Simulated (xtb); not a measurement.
## Geometry relaxation, with input and output: C₂H₇NOSi (part 2 of 3)

Continued. System: C₂H₇NOSi, SMILES COC=N[SiH3]. Method: GFN2-xTB, ALPB solvent ethylacetate (xtb 6.7.1). The geometry: force field.

Geometry of the input (Å):
```
C  -1.4387  0.7915  1.4570
O  -0.8948  1.4401  0.2926
C  -0.0495  0.6749  -0.4134
N  0.3480  -0.5176  -0.0656
Si 1.4217  -1.3201  -1.1222
H  -2.1626  1.5833  1.8971
H  -0.6936  0.5751  2.1843
H  -2.0344  -0.0247  1.1499
H  0.3757  1.2674  -1.2169
H  0.8581  -1.3344  -2.4510
H  1.6612  -2.6861  -0.5907
H  2.6859  -0.5045  -1.0872
```

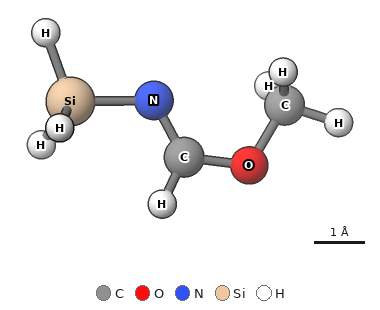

The starting structure (ball-and-stick view, seen at a tilt).

What the program printed, continued
```
........................................................................
.............................. CYCLE    2 ..............................
........................................................................

 iter      E             dE          RMSdq      gap      omega  full diag
   1    -16.7502017 -0.167502E+02  0.495E-01    3.65       0.0  T
   2    -16.7502538 -0.520513E-04  0.321E-01    3.62       1.0  T
   3    -16.7501625  0.912671E-04  0.147E-01    3.67       1.0  T
   4    -16.7502825 -0.119943E-03  0.425E-02    3.63       1.0  T
   5    -16.7502828 -0.358718E-06  0.884E-03    3.63       3.3  T
   6    -16.7502828 -0.192101E-07  0.391E-03    3.63       7.4  T
   7    -16.7502828 -0.133603E-08  0.147E-03    3.63      19.6  T
   8    -16.7502828 -0.292590E-08  0.533E-04    3.63      54.2  T
   9    -16.7502828 -0.979270E-10  0.199E-04    3.63     145.2  T
     SCC iter.                  ...        0 min,  0.001 sec
     gradient                   ...        0 min,  0.001 sec
 * total energy  :   -16.5790147 Eh     change       -0.9867767E-02 Eh
   gradient norm :     0.0411168 Eh/α   predicted    -0.8129712E-02 ( -17.61%)
   displ. norm   :     0.2832753 α      lambda       -0.4448179E-02
   maximum displ.:     0.1897149 α      in ANC's #3, #5, #11, ...

........................................................................
.............................. CYCLE    3 ..............................
........................................................................

 iter      E             dE          RMSdq      gap      omega  full diag
   1    -16.7601367 -0.167601E+02  0.339E-01    3.77       0.0  T
   2    -16.7601694 -0.327123E-04  0.222E-01    3.74       1.0  T
   3    -16.7601330  0.364530E-04  0.104E-01    3.77       1.0  T
   4    -16.7601847 -0.517036E-04  0.286E-02    3.75       1.0  T
   5    -16.7601847 -0.941417E-07  0.490E-03    3.75       5.9  T
   6    -16.7601848 -0.185805E-07  0.200E-03    3.75      14.4  T
   7    -16.7601848 -0.205318E-08  0.101E-03    3.75      28.6  T
   8    -16.7601848 -0.652392E-09  0.294E-04    3.75      98.3  T
   9    -16.7601848 -0.279456E-10  0.111E-04    3.75     259.5  T
     SCC iter.                  ...        0 min,  0.001 sec
     gradient                   ...        0 min,  0.001 sec
 * total energy  :   -16.5812446 Eh     change       -0.2229951E-02 Eh
   gradient norm :     0.0177101 Eh/α   predicted    -0.2402559E-02 (   7.74%)
   displ. norm   :     0.2164424 α      lambda       -0.1111936E-02
   maximum displ.:     0.1657151 α      in ANC's #3, #5, #7, ...

........................................................................
.............................. CYCLE    4 ..............................
........................................................................

 iter      E             dE          RMSdq      gap      omega  full diag
   1    -16.7572339 -0.167572E+02  0.193E-01    3.70       0.0  T
   2    -16.7572394 -0.547766E-05  0.124E-01    3.69       1.0  T
   3    -16.7572375  0.190237E-05  0.300E-02    3.70       1.0  T
   4    -16.7572406 -0.315429E-05  0.127E-02    3.70       2.3  T
   5    -16.7572406 -0.387165E-08  0.623E-03    3.70       4.6  T
   6    -16.7572407 -0.822747E-07  0.237E-03    3.70      12.2  T
   7    -16.7572407 -0.370399E-08  0.130E-03    3.70      22.3  T
   8    -16.7572407 -0.395335E-09  0.472E-04    3.70      61.2  T
   9    -16.7572407 -0.188855E-09  0.647E-05    3.70     446.0  T
     SCC iter.                  ...        0 min,  0.001 sec
     gradient                   ...        0 min,  0.001 sec
 * total energy  :   -16.5820533 Eh     change       -0.8087018E-03 Eh
   gradient norm :     0.0117257 Eh/α   predicted    -0.5820128E-03 ( -28.03%)
   displ. norm   :     0.3112069 α      lambda       -0.9274457E-03
   maximum displ.:     0.2587278 α      in ANC's #3, #5, #11, ...

........................................................................
.............................. CYCLE    5 ..............................
........................................................................

 iter      E             dE          RMSdq      gap      omega  full diag
   1    -16.7553809 -0.167554E+02  0.246E-01    3.64       0.0  T
   2    -16.7553865 -0.559072E-05  0.157E-01    3.64       1.0  T
   3    -16.7553829  0.355546E-05  0.433E-02    3.65       1.0  T
   4    -16.7553888 -0.590254E-05  0.204E-02    3.64       1.4  T
   5    -16.7553888  0.391672E-07  0.607E-03    3.64       4.8  T
   6    -16.7553889 -0.169288E-06  0.320E-03    3.64       9.0  T
   7    -16.7553889 -0.416053E-08  0.155E-03    3.64      18.6  T
   8    -16.7553889 -0.400583E-09  0.589E-04    3.64      49.0  T
   9    -16.7553889 -0.267370E-09  0.736E-05    3.64     392.3  T
     SCC iter.                  ...        0 min,  0.001 sec
     gradient                   ...        0 min,  0.001 sec
 * total energy  :   -16.5826594 Eh     change       -0.6061067E-03 Eh
   gradient norm :     0.0100709 Eh/α   predicted    -0.5086344E-03 ( -16.08%)
   displ. norm   :     0.2001603 α      lambda       -0.3997927E-03
   maximum displ.:     0.1782599 α      in ANC's #3, #5, #11, ...

........................................................................
.............................. CYCLE    6 ..............................
........................................................................

 iter      E             dE          RMSdq      gap      omega  full diag
   1    -16.7571865 -0.167572E+02  0.144E-01    3.62       0.0  T
   2    -16.7571884 -0.189017E-05  0.923E-02    3.62       1.0  T
   3    -16.7571869  0.145491E-05  0.286E-02    3.63       1.0  T
   4    -16.7571893 -0.243923E-05  0.141E-02    3.62       2.1  T
   5    -16.7571893 -0.462393E-08  0.330E-03    3.62       8.8  T
   6    -16.7571894 -0.321118E-07  0.205E-03    3.62      14.1  T
   7    -16.7571894 -0.287841E-08  0.651E-04    3.62      44.4  T
   8    -16.7571894 -0.937810E-10  0.171E-04    3.62     168.9  T
     SCC iter.                  ...        0 min,  0.001 sec
     gradient                   ...        0 min,  0.001 sec
 * total energy  :   -16.5829571 Eh     change       -0.2976982E-03 Eh
   gradient norm :     0.0081364 Eh/α   predicted    -0.2079065E-03 ( -30.16%)
   displ. norm   :     0.1969535 α      lambda       -0.3192049E-03
   maximum displ.:     0.1829391 α      in ANC's #3, #18, #11, ...

........................................................................
.............................. CYCLE    7 ..............................
........................................................................

 iter      E             dE          RMSdq      gap      omega  full diag
   1    -16.7603720 -0.167604E+02  0.136E-01    3.61       0.0  T
   2    -16.7603740 -0.193852E-05  0.845E-02    3.61       1.0  T
   3    -16.7603719  0.206360E-05  0.267E-02    3.62       1.1  T
   4    -16.7603748 -0.290947E-05  0.117E-02    3.61       2.5  T
   5    -16.7603748  0.287373E-08  0.478E-03    3.61       6.0  T
   6    -16.7603749 -0.285248E-07  0.191E-03    3.61      15.1  T
   7    -16.7603749 -0.287659E-08  0.822E-04    3.61      35.1  T
   8    -16.7603749 -0.182059E-09  0.141E-04    3.61     204.4  T
     SCC iter.                  ...        0 min,  0.001 sec
     gradient                   ...        0 min,  0.001 sec
 * total energy  :   -16.5831703 Eh     change       -0.2131392E-03 Eh
   gradient norm :     0.0044130 Eh/α   predicted    -0.1657916E-03 ( -22.21%)
   displ. norm   :     0.1149959 α      lambda       -0.8576488E-04
   maximum displ.:     0.1079425 α      in ANC's #3, #4, #1, ...

........................................................................
.............................. CYCLE    8 ..............................
........................................................................

 iter      E             dE          RMSdq      gap      omega  full diag
   1    -16.7616930 -0.167617E+02  0.733E-02    3.61       0.0  T
   2    -16.7616939 -0.870277E-06  0.443E-02    3.60       1.0  T
   3    -16.7616927  0.122784E-05  0.175E-02    3.61       1.6  T
   4    -16.7616943 -0.165061E-05  0.576E-03    3.61       5.0  T
   5    -16.7616943 -0.814022E-08  0.259E-03    3.61      11.1  T
   6    -16.7616943 -0.497622E-08  0.126E-03    3.61      23.0  T
   7    -16.7616943 -0.130136E-08  0.266E-04    3.61     108.6  T
   8    -16.7616943 -0.341274E-10  0.120E-04    3.61     240.1  T
     SCC iter.                  ...        0 min,  0.001 sec
     gradient                   ...        0 min,  0.001 sec
 * total energy  :   -16.5832253 Eh     change       -0.5498313E-04 Eh
   gradient norm :     0.0021451 Eh/α   predicted    -0.4345039E-04 ( -20.98%)
   displ. norm   :     0.0466216 α      lambda       -0.1605965E-04
   maximum displ.:     0.0402742 α      in ANC's #3, #1, #4, ...

........................................................................
.............................. CYCLE    9 ..............................
........................................................................

 iter      E             dE          RMSdq      gap      omega  full diag
   1    -16.7620151 -0.167620E+02  0.317E-02    3.60       0.0  T
   2    -16.7620154 -0.335345E-06  0.202E-02    3.60       1.4  T
   3    -16.7620152  0.284100E-06  0.918E-03    3.61       3.1  T
   4    -16.7620156 -0.408342E-06  0.242E-03    3.60      11.9  T
   5    -16.7620156 -0.217678E-08  0.141E-03    3.60      20.4  T
   6    -16.7620156 -0.667139E-09  0.485E-04    3.60      59.5  T
   7    -16.7620156 -0.705711E-10  0.163E-04    3.60     177.5  T
     SCC iter.                  ...        0 min,  0.001 sec
     gradient                   ...        0 min,  0.001 sec
 * total energy  :   -16.5832356 Eh     change       -0.1030284E-04 Eh
   gradient norm :     0.0008962 Eh/α   predicted    -0.8047812E-05 ( -21.89%)
   displ. norm   :     0.0308916 α      lambda       -0.3882248E-05
   maximum displ.:     0.0203600 α      in ANC's #3, #1, #5, ...

........................................................................
.............................. CYCLE   10 ..............................
........................................................................

 iter      E             dE          RMSdq      gap      omega  full diag
   1    -16.7619067 -0.167619E+02  0.183E-02    3.60       0.0  T
   2    -16.7619068 -0.164500E-06  0.114E-02    3.60       2.5  T
   3    -16.7619068  0.653913E-07  0.478E-03    3.60       6.0  T
   4    -16.7619069 -0.103214E-06  0.124E-03    3.60      23.4  T
   5    -16.7619069 -0.286050E-08  0.676E-04    3.60      42.7  T
   6    -16.7619069 -0.158373E-09  0.313E-04    3.60      92.3  T
     SCC iter.                  ...        0 min,  0.001 sec
     gradient                   ...        0 min,  0.001 sec
 * total energy  :   -16.5832385 Eh     change       -0.2983631E-05 Eh
   gradient norm :     0.0005407 Eh/α   predicted    -0.1941284E-05 ( -34.94%)
   displ. norm   :     0.0139853 α      lambda       -0.1100109E-05
   maximum displ.:     0.0112276 α      in ANC's #1, #3, #5, ...

   *** GEOMETRY OPTIMIZATION CONVERGED AFTER 10 ITERATIONS ***

------------------------------------------------------------------------
 total energy gain   :        -0.0140916 Eh       -8.8426 kcal/mol
 total RMSD          :         0.4208669 a0        0.2227 Å
 total power (kW/mol):        -3.6997580 (step)-1091.2950 (real)
------------------------------------------------------------------------

 ANCopt (total)                0 d,  0 h,  0 min,  0.034 sec
 optimizer setup                ...        0 min,  0.000 sec (  0.138%)
 model hessian                  ...        0 min,  0.000 sec (  1.068%)
 ANC generation                 ...        0 min,  0.000 sec (  0.368%)
 coordinate transformation      ...        0 min,  0.000 sec (  0.071%)
 single point calculation       ...        0 min,  0.032 sec ( 95.120%)
 optimization log               ...        0 min,  0.000 sec (  0.899%)
 hessian update                 ...        0 min,  0.000 sec (  0.089%)
 rational function              ...        0 min,  0.000 sec (  1.204%)

================
 final structure:
================
12
 xtb: 6.7.1
C           -1.42720232174354        0.74835413714975        1.46030067047887
O           -0.94486584499491        1.48445675546373        0.33932315334147
C           -0.07502345970474        0.86599359738918       -0.44372372962093
N            0.33109285276527       -0.30371485868398       -0.24442142884199
Si           1.43638263771252       -1.30504461187297       -1.09912610507696
H           -2.11878230678336        1.40762256829259        1.97830226430848
H           -0.59655839633408        0.46714314154606        2.10992851001471
H           -1.93251909117530       -0.15859997944361        1.12357728412896
H            0.21238814728864        1.53571460899379       -1.26447303703405
H            1.01176447846910       -1.52146913853745       -2.48679229436499
H            1.39639720103775       -2.54957547627732       -0.33256688052959
H            2.78392610346264       -0.72598074401985       -1.10642840680394

 Bond Distances (Angstroems)
 ---------------------------
C1-O2=1.4252         C1-H6=1.0869         C1-H7=1.0914         C1-H8=1.0915         O2-C1=1.4252         O2-C3=1.3237
C3-O2=1.3237         C3-N4=1.2541         C3-H9=1.0976         N4-C3=1.2541         N4-Si5=1.7190        Si5-N4=1.7190
Si5-H10=1.4672       Si5-H11=1.4622       Si5-H12=1.4667       H6-C1=1.0869         H7-C1=1.0914         H8-C1=1.0915
H9-C3=1.0976         H10-Si5=1.4672       H11-Si5=1.4622       H12-Si5=1.4667
 C  H  Rav=1.0918 sigma=0.0038  Rmin=1.0869  Rmax=1.0976     4
 N  C  Rav=1.2541 sigma=0.0000  Rmin=1.2541  Rmax=1.2541     1
 O  C  Rav=1.3745 sigma=0.0507  Rmin=1.3237  Rmax=1.4252     2
 Si H  Rav=1.4654 sigma=0.0023  Rmin=1.4622  Rmax=1.4672     3
 Si N  Rav=1.7190 sigma=0.0000  Rmin=1.7190  Rmax=1.7190     1

 selected bond angles (degree)
 --------------------
H6-C1-O2=106.08                H7-C1-O2=110.10                H7-C1-H6=110.91                H8-C1-O2=110.07
H8-C1-H6=110.88                H8-C1-H7=108.78                C3-O2-C1=116.51                N4-C3-O2=123.68
H9-C3-O2=109.23                H9-C3-N4=127.09                Si5-N4-C3=132.26               H10-Si5-N4=111.72
H11-Si5-N4=102.57              H11-Si5-H10=111.25             H12-Si5-N4=111.30              H12-Si5-H10=108.63
H12-Si5-H11=111.33

 selected dihedral angles (degree)
 ---------------------------------
C3-O2-C1-H6=179.94            C3-O2-C1-H7= 59.87            C3-O2-C1-H8=299.96            N4-C3-O2-C1=359.87
H9-C3-O2-C1=179.82            Si5-N4-C3-O2=180.05           Si5-N4-C3-H9=  0.11           H10-Si5-N4-C3=301.12
H11-Si5-N4-C3=181.88          H12-Si5-N4-C3= 62.74
           -------------------------------------------------
          |                Final Singlepoint                |
           -------------------------------------------------
```
